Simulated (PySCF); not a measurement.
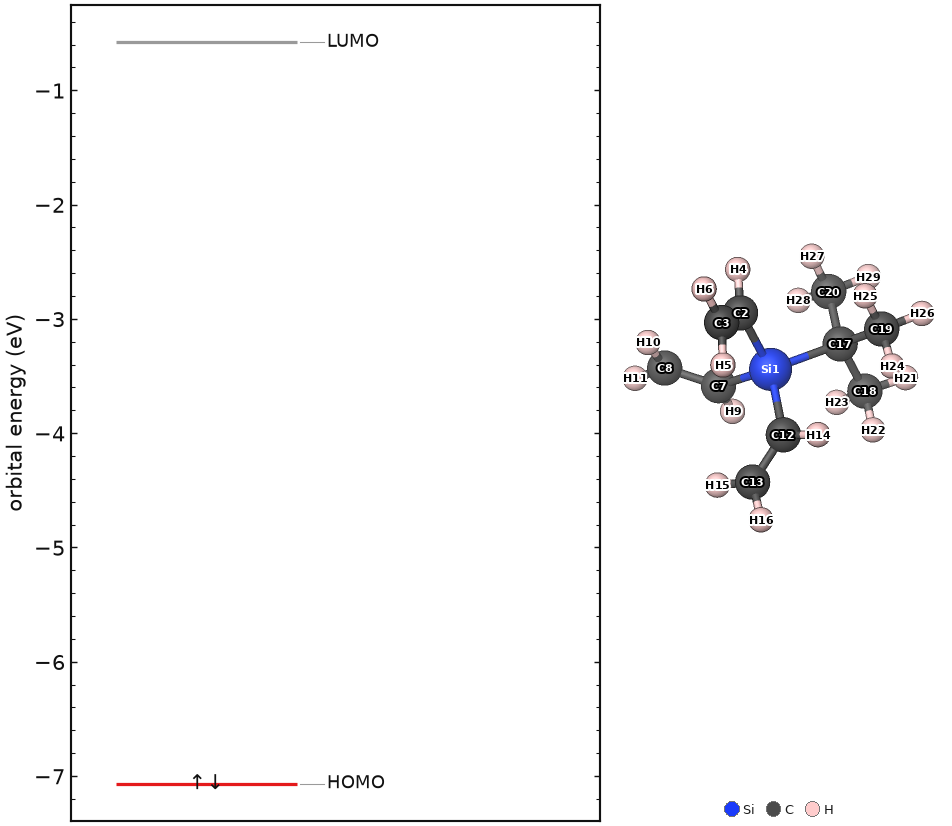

C₁₀H₁₈Si (Si(vinyl)3(tBu)), SMILES C=C[Si](C=C)(C=C)C(C)(C)C. Kohn-Sham orbital energies near the frontier, B3LYP/def2-SVPD in PySCF 2.14.0, at a PBE0-D3(BJ)/def2-SVP geometry (no frequency check), isolated molecule; empty levels in grey, levels within 0.03 eV side by side.

Q: Where do the frontier orbitals lie?

A: HOMO at −7.07 eV, LUMO at −0.58 eV, 6.49 eV apart.

Q: On which atoms do HOMO and LUMO mostly sit?

A: HOMO: C17 23 %, Si1 13 %, C2 6 %. LUMO: C3 13 %, C2 12 %, C8 12 % (Löwdin shares).

Q: List the levels with the atoms that carry most of them (a dash for levels above zero or within 0.03 eV of another, where shares mean little).

A:
| orbital | energy (eV) | Löwdin shares |
| --- | --- | --- |
| LUMO | −0.58 | C3 13 %, C2 12 %, C8 12 % |
| HOMO | −7.07 | C17 23 %, Si1 13 %, C2 6 % |

Caveats: one conformer of a flexible molecule.
